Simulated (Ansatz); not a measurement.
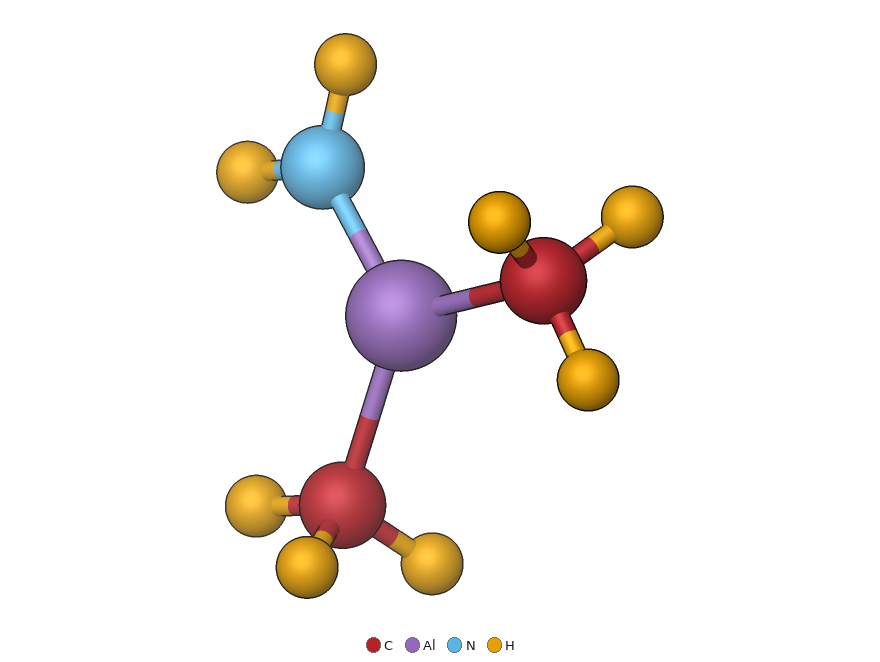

The geometry was computed by an optimisation with PBE-D4/def2-SVP. No frequency run is at hand to confirm it as a minimum.

Draw it as a skeletal formula.

SMILES: [CH3][Al]([CH3])[NH2]

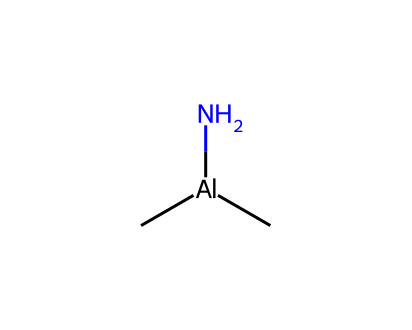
